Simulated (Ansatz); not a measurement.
**Grüneisen parameters and expansion of Be2Al (hypothetical, Fm-3m)**

Which modes of Be2Al (hypothetical) drive its thermal expansion? The crystal structure is hypothetical: it was made by swapping elements on a known structure type.

Main program and level: Ansatz 0.2.0; DFT PBEsol, scalar-relativistic, plane waves, PAW.

**1. Starting point**

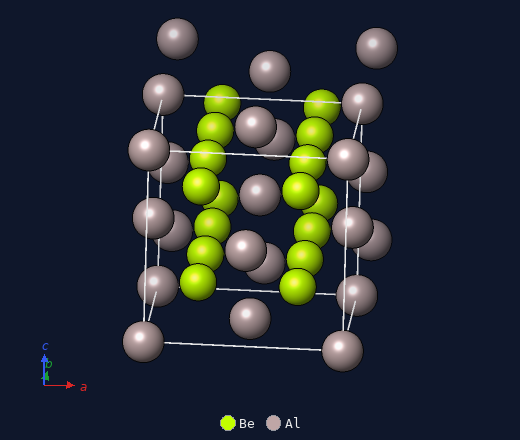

The starting structure, seen slightly off an axis (beryllium green, aluminium light grey). 1×2×1 cells are drawn. This picture shows the conventional cell, with its axes. Some periodic images of atoms are drawn too.

**2. A first coarse run**

Before spending time, one coarse run tells the gap and the pressure of the starting cell.

input.yaml

```yaml
crystal:
  lattice:
    - [0.0, 2.60119, 2.60119]
    - [2.60119, 0.0, 2.60119]
    - [2.60119, 2.60119, 0.0]
  atoms:
    - { symbol: Be, position: [0.25, 0.25, 0.25] }
    - { symbol: Be, position: [0.75, 0.75, 0.75] }
    - { symbol: Al, position: [0.0, 0.0, 0.0] }
kpoints:
  mp_grid: { grid: [6, 6, 6] }
hamiltonian:
  xc: pbesol
scf:
  occupations: { method: gaussian, width: 0.1 }
output:
  forces: true
  stress: true
  eigenvalues: true
```

Run with:

```bash
ansatz run input.yaml --threads 4 --pin off --max-ram 8192MiB --backend cpu --events-out ev --progress --plain --runs-dir out
```

Numbers of over 12 decimals in the logs are rounded to 6 here.

Output:

```text
Engine: ansatz 0.2.0, x86_64-unknown-linux-gnu
Pseudopotentials: kind: paw
Pseudopotential: Be, paw, valence charge 2, recommended cutoff 420 eV (normal), Be.paw.azcp
Pseudopotential: Al, paw, valence charge 3, recommended cutoff 420 eV (normal), Al.paw.azcp
Functional definition: PBEsol
  exchange = pbesol_x
  correlation = pbesol_c
Crystal: 3 atoms, lattice volume = 35.200 Å³
Basis set: ecut = 420 eV, 701 PW (Γ), exchange–correlation on 50×50×50 points (8 copies of the dense FFT grid, shifted against one another)
Bands: 8, of which v1, the nominal top of the filled ones, is band 4 counted from 1 (3 counted from 0)
Symmetry: 48 space group operations
Space group: Fm-3m (ITA 225), of the structure as read, at distance tolerance 3.3e-5 Å
k-points: 16 of 216
Non-local potential: Be, projectors of the file, l = 0: 2, l = 1: 2, l = 2: 1
Non-local potential: Al, projectors of the file, l = 0: 2, l = 1: 2, l = 2: 1
PAW form: soft (Blöchl's): semilocal exchange-correlation on the pseudo side does not see the compensation charge
PAW frozen core: Be, regenerated for the run's functional, and the local potential with it (the file was generated under x = pbe(κ = 0.804, μ = 0.219515), c = pbe(β = 0.066725))
PAW frozen core: Al, regenerated for the run's functional, and the local potential with it (the file was generated under x = pbe(κ = 0.804, μ = 0.219515), c = pbe(β = 0.066725))
PAW one-centre angular grid: Be, 110 points (default); XC on 64 Gauss nodes
PAW one-centre angular grid: Al, 110 points (default); XC on 64 Gauss nodes
Initial density: superposition of atomic densities (neutral atoms: chi_scale 0, normalization atom), corrected by the library's trained network
Initial wavefunctions: pseudopotential atomic-orbital guess
Functional: x = pbesol(κ = 0.804, μ = 0.123457), c = pbesol(β = 0.046)
SCF iter   1: F=—  HF=-703.276158 eV  |F-HF|=—  |Δ(HF+E_count)|=         —  Δρ=2.64e-3  dr2=3.43e-3  ethr=1.77e-3  ⟨swp⟩=5.5  Hψ=1050  notcnv=0
preconditioner: auto → none  [insulator: Δε(μ)=0.396 eV  Ē_g=8.883 eV  σ=0.100 eV  W_gap=0.96  n_scr=0 (ndim 8)  ℏωp=16.6 eV  f_vac=0.000  D(μ)=0.28/eV (n_scr^D=0)  ε∞_Penn≈4.5]
SCF iter   2: F=—  HF=-703.275288 eV  |F-HF|=—  |Δ(HF+E_count)|=   8.70e-4  Δρ=1.12e-3  dr2=6.00e-4  ethr=4.90e-5  ⟨swp⟩=1.1  Hψ=257  notcnv=0
SCF iter   3: F=—  HF=-703.275163 eV  |F-HF|=—  |Δ(HF+E_count)|=   1.25e-4  Δρ=8.71e-5  dr2=2.07e-6  ethr=8.57e-6  ⟨swp⟩=2.0  Hψ=172  notcnv=0
SCF iter   4: F=—  HF=-703.275163 eV  |F-HF|=—  |Δ(HF+E_count)|=   9.09e-8  Δρ=1.06e-5  dr2=3.11e-8  ethr=2.95e-8  ⟨swp⟩=2.4  Hψ=174  notcnv=0
iter 5 did not close the SCF: its close was put off for the readings that it lacked (scf_convergence_deferred on its scf_iter line)
SCF iter   5: F=-703.275163 eV  HF=-703.275163 eV  |F-HF|=2.26e-9  |Δ(HF+E_count)|=   2.19e-8  Δρ=2.36e-6  dr2=3.20e-9  ethr=4.44e-10  ⟨swp⟩=2.1  Hψ=172  notcnv=0
SCF iter   6: F=-703.275163 eV  HF=-703.275163 eV  |F-HF|=6.17e-11  |Δ(HF+E_count)|=   1.49e-9  Δρ=3.94e-7  dr2=9.07e-11  ethr=4.57e-11  ⟨swp⟩=2.2  Hψ=446  notcnv=0
SCF 1 converged in 6 iterations: F = -703.275163 eV  dr2 = 9.07e-11
  greatest PAW one-centre occupation: 0.485 electrons in one spin orbital (limit 2), on the Al atom at site 2 (counted from 0), in its partial waves of l = 0
SCF converged after 6 iterations
Free energy (F): -703.275163 eV
Harris-Foulkes:  -703.275163 eV  (|F-HF|=6.17e-11)
Internal energy: -703.273756 eV  (E = F + TS)
E sigma→0 (E₀):  -703.274459 eV
Entropy (-TS):   -0.001407 eV (-0.469 meV/atom)
Fermi energy:    6.502592 eV
--- Per-component energies (eV) ---
  E_band       = 16.362111
  E_kinetic    = 64.277772
  E_local      = 3.571577  (includes V_loc(G=0)·N_el)
  E_nonlocal   = 21.566783
  E_hartree    = 2.020405
  E_xc         = -78.057860
  E_vxc        = -69.920042  (∫ρ·V_xc dr)
  E_paw        = -570.120886  (= ΣΔE_a)
  E_vpaw       = -7.174797  (= ΣTr[D̂ρ^β])
  E_aug_tail   = -0.000005  (compensation charges beyond the density's cutoff)
  E_ewald      = -146.569742
  E_core_change = 0.038202  (= ΣΔE_core)
  E_smearing   = -0.001407  (= −TS)
  E_closure    = -0.000000  (closes the sum)
  Σ components = -703.275163   (vs F -703.275163, Δ=0.00e0)
--- Forces (eV/Å), atoms counted from 1 ---
  atom   1  Be     0.00000000     0.00000000     0.00000000
  atom   2  Be     0.00000000    -0.00000000     0.00000000
  atom   3  Al    -0.00000000     0.00000000    -0.00000000
  max |Σ_I F_I| component: 5.55e-17 eV/Å
--- Stress (GPa, compression-positive) ---
       13.420028      -0.000000      -0.000000
       -0.000000      13.420028       0.000000
       -0.000000       0.000000      13.420028
  P = ⅓ Tr σ = 13.4200 GPa (134.200 kbar)
--- Band table (eV; the first three rows and the last of 16) ---
  k-point 0: bands = ["-3.7428", "7.7501", "7.7501", "7.7501", "10.4535", "10.4535", "10.4535", "14.7948"]
  k-point 1: bands = ["-3.3535", "5.5565", "7.4525", "7.4525", "10.4849", "10.4849", "11.2772", "13.7731"]
  k-point 2: bands = ["-2.2029", "2.4880", "7.2256", "7.2256", "9.3234", "9.3234", "11.5373", "13.9240"]
  k-point 15: bands = ["0.7614", "1.8790", "2.9996", "3.0612", "9.2532", "11.2866", "12.8594", "15.7830"]
```

It took 0.27 s on 4 threads of AMD EPYC 7R43, shared host; peak memory 0.32 GiB; 0.59 s of CPU time.

Numbers from this step:

```yaml
pressure: 13.42 GPa
volume_per_atom: 11.73 Å³
gap_on_the_k_mesh: 0 eV
```

The start is under 13 GPa at this level and looks like a metal on this mesh.

**3. A loose first relaxation**

The start is far from rest, so a relaxation with loose thresholds first brings it near the minimum.

Changes to input.yaml since step 2:

```diff
@@ -19 +19,6 @@
   eigenvalues: true
+relax:
+  adjacent_minimum: "off"
+  f_tol: 0.05
+  max_steps: 80
+  cell: { stress_tol: 0.5 }
```

Output:

```text
[...]
Crystal: 3 atoms, lattice volume = 35.200 Å³
Basis set: ecut = 420 eV, 701 PW (Γ), exchange–correlation on 50×50×50 points (8 copies of the dense FFT grid, shifted against one another)
Bands: 8, of which v1, the nominal top of the filled ones, is band 4 counted from 1 (3 counted from 0)
Symmetry: 48 space group operations
[...]
k-points: 16 of 216
[...]
SCF iter   1: F=—  HF=-703.276158 eV  |F-HF|=—  |Δ(HF+E_count)|=         —  Δρ=2.64e-3  dr2=3.43e-3  ethr=1.77e-3  ⟨swp⟩=5.5  Hψ=1050  notcnv=0
[...]
SCF iter   6: F=-703.275163 eV  HF=-703.275163 eV  |F-HF|=6.17e-11  |Δ(HF+E_count)|=   1.49e-9  Δρ=3.94e-7  dr2=9.07e-11  ethr=4.57e-11  ⟨swp⟩=2.2  Hψ=446  notcnv=0
SCF 1 converged in 6 iterations: F = -703.275163 eV  dr2 = 9.07e-11
[...]
relax step   1: F+E_penalty+E_count = -703.27516318 eV  Δ(F+E_penalty+E_count) = +0.000e0 eV  max|allowed force component| = 2.467e-17 eV/Å  Δτ_max = 0.0000 Å  P = +13.420 GPa  Ω = 35.200 Å³  (6 SCF iters, dr2 threshold 1.00e-7 eV, accepted)
Crystal: 3 atoms, lattice volume = 38.065 Å³
Basis set: ecut = 420 eV, 725 PW (Γ), exchange–correlation on 50×50×50 points (8 copies of the dense FFT grid, shifted against one another)
[...]
iter 1 solved again at ethr=9.59e-5 eV; its pass at ethr=3.10e-3 eV (dr2=6.71e-3 eV) is discarded
[...]
SCF iter   5: F=-703.433485 eV  HF=-703.433485 eV  |F-HF|=2.32e-11  |Δ(HF+E_count)|=   1.07e-8  Δρ=6.31e-7  dr2=2.34e-10  ethr=7.86e-10  ⟨swp⟩=1.8  Hψ=387  notcnv=0
SCF 2 converged in 5 iterations: F = -703.433485 eV  dr2 = 2.34e-10
[...]
relax step   2: F+E_penalty+E_count = -703.43348479 eV  Δ(F+E_penalty+E_count) = -1.583e-1 eV  max|allowed force component| = 8.327e-17 eV/Å  Δτ_max = 0.0000 Å  P = +4.827 GPa  Ω = 38.065 Å³  energy of the carried Pulay correction = -5.661e-4 eV  (5 SCF iters, dr2 threshold 3.00e-7 eV, accepted)
Crystal: 3 atoms, lattice volume = 39.887 Å³
Basis set: ecut = 420 eV, 749 PW (Γ), exchange–correlation on 50×50×50 points (8 copies of the dense FFT grid, shifted against one another)
[...]
SCF iter   5: F=-703.463598 eV  HF=-703.463598 eV  |F-HF|=1.35e-10  |Δ(HF+E_count)|=   4.98e-9  Δρ=6.45e-7  dr2=3.32e-10  ethr=2.77e-10  ⟨swp⟩=1.3  Hψ=376  notcnv=0
SCF 3 converged in 5 iterations: F = -703.463598 eV  dr2 = 3.32e-10
[...]
relax step   3: F+E_penalty+E_count = -703.46359848 eV  Δ(F+E_penalty+E_count) = -3.011e-2 eV  max|allowed force component| = 5.551e-17 eV/Å  Δτ_max = 0.0000 Å  P = +0.677 GPa  Ω = 39.887 Å³  energy of the carried Pulay correction = -9.037e-4 eV  (5 SCF iters, dr2 threshold 3.00e-7 eV, accepted)
[...]
relax step   4: F+E_penalty+E_count = -703.46424634 eV  Δ(F+E_penalty+E_count) = -6.479e-4 eV  max|allowed force component| = 3.084e-17 eV/Å  Δτ_max = 0.0000 Å  P = -0.000 GPa  Ω = 40.225 Å³  energy of the carried Pulay correction = -9.646e-4 eV  (3 SCF iters, dr2 threshold 3.00e-7 eV, accepted)
Basis set: ecut = 420 eV, 749 PW (Γ), exchange–correlation on 54×54×54 points (8 copies of the dense FFT grid, shifted against one another)
[...]
SCF iter   3: F=-703.466445 eV  HF=-703.466445 eV  |F-HF|=7.76e-9  |Δ(HF+E_count)|=   6.16e-7  Δρ=6.19e-6  dr2=1.71e-9  ethr=4.29e-11  ⟨swp⟩=3.0  Hψ=469  notcnv=0
SCF 5 converged in 3 iterations: F = -703.466445 eV  dr2 = 1.71e-9
relax step   5: F+E_penalty+E_count = -703.46644490 eV  Δ(F+E_penalty+E_count) = -2.199e-3 eV  max|allowed force component| = 6.168e-17 eV/Å  Δτ_max = 0.0000 Å  P = +0.086 GPa  Ω = 40.225 Å³  stress off target by 8.56e-2 GPa  SCF on the basis re-selected at this cell (its energy is not comparable with the rows above)  (3 SCF iters)
basis re-selected at this cell: Δ(F+E_penalty+E_count) = -2.199e-3 eV, ΔP = +0.086 GPa vs the last step (what re-selecting the basis moved, of the pressure what is left beyond the Pulay correction that the steps carried, after the strain that the cell walked since its last selection, with what the two solves' SCF thresholds leave and, on support functions, any second-order correction that the steps lacked; it is no measure of the basis error at this ecutwfc). The dense FFT grid was sized anew with the basis: this SCF ran on 27×27×27 points, the steps before it on 25×25×25, so part of this shift can come from that change (see relax.cell in the input reference). [rest of the remark cut]
SCF converged after 3 iterations
Free energy (F): -703.466445 eV
[...]
Internal energy: -703.462885 eV  (E = F + TS)
E sigma→0 (E₀):  -703.464665 eV
Entropy (-TS):   -0.003560 eV (-1.187 meV/atom)
Fermi energy:    5.293507 eV
[...]
--- Stress (GPa, compression-positive) ---
        0.085610       0.000000       0.000000
        0.000000       0.085610       0.000000
        0.000000       0.000000       0.085610
  P = ⅓ Tr σ = 0.0856 GPa (0.856 kbar)
--- Band table (eV; the first three rows and the last of 16) ---
[...]
--- Relaxed structure (4 steps of the walk, 4 accepted, 1 SCFs on fresh bases) ---
  F+E_penalty+E_count = -703.46644490 eV   max|allowed force component| = 6.168e-17 eV/Å   (the final SCF, on the basis selected at the relaxed cell)
  cell:  # Å, volume = 40.2250 Å³
    - [0, 2.719497, 2.719497]
    - [2.719497, 0, 2.719497]
    - [2.719497, 2.719497, 0]
  atoms:
    - { symbol: Be, position: [0.25, 0.25, 0.25] }
    - { symbol: Be, position: [0.750000, 0.750000, 0.750000] }
    - { symbol: Al, position: [0, 0, 0] }
```

Run time: 0.94 s. Hardware: 4 threads; peak memory 0.3 GiB; 2.6 s of CPU time.

Step by step:

```
step  energy less that of the first step (eV)  largest force component (eV/Å)  pressure (GPa)  volume (Å³)
   1                                   0.0000                          0.0000           13.42        35.20
   2                                  -0.1583                          0.0000            4.83        38.07
   3                                  -0.1884                          0.0000            0.68        39.89
   4                                  -0.1891                          0.0000            0.00        40.22
  5*                                  -0.1913                          0.0000            0.09        40.22
```

Relaxation steps marked * repeat the geometry before them on a plane-wave basis chosen anew for their cell, so energy and pressure can jump there.

Forces are held to the 48 operations that the run works with; a distortion that breaks them can't arise in this run.

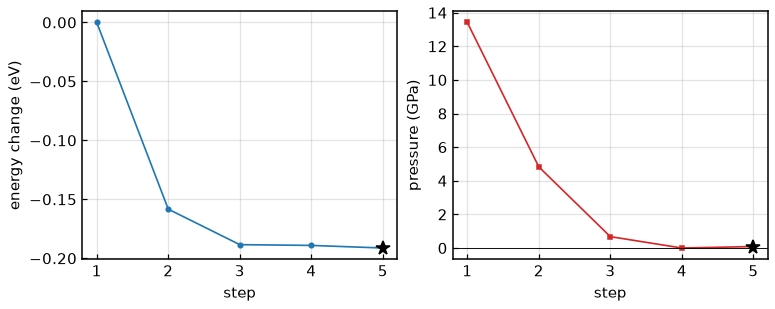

Energy and pressure along the relaxation. Stars mark steps on a basis chosen anew.

```
conventional cell, symmetrised  before  after   change
                         a (Å)   5.202  5.439   +4.5 %
                         b (Å)   5.202  5.439   +4.5 %
                         c (Å)   5.202  5.439   +4.5 %
              volume (Å³/atom)   11.73  13.41  +14.3 %
```

Final coordinates:

```xyz
3
Lattice="0.0000 2.7195 2.7195 2.7195 0.0000 2.7195 2.7195 2.7195 0.0000" Properties=species:S:1:pos:R:3 pbc="T T T"
Be    1.3597    1.3597    1.3597
Be    4.0792    4.0792    4.0792
Al    0.0000    0.0000    0.0000
```

Numbers from this step:

* pressure: 0.08561 GPa
* volume per atom: 13.41 Å³

The relaxation ends with a pressure of 0.09 GPa.

(Part 1 of 4 ends here.)

[Logs are printed without paths, hosts, clocks, repeated set-up lines and the standing remarks that a program may print on its own settings, such as how far it seeks lower states.]

[Hosts, paths, dates, database ids (printed as entryN), source tags and the programs' standing remarks are cut or masked in the printed files.]

[A step with changed settings may run another functional than the one named; its input shows which.]

[Of the runs on displaced cells, only some may be shown.]
